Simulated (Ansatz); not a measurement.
Start from Si in the diamond structure (space group Fd-3m, No. 227; a = 5.4336 Å).

Modification: an isotropic linear strain of −1.19 %; the atoms relax in the strained cell.

Calculations: DFT with PBEsol, PAW potentials and a 420 eV plane-wave cutoff in Ansatz (an electronic-structure program), without spin-orbit coupling.

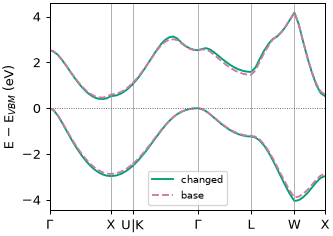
Figure. Highest valence and lowest conduction band along the path, each from its own valence-band maximum

The gap is 0.40 eV, indirect, Γ → Γ–X (87 % along); the base has 0.47 eV.

No phonon test of stability was made.
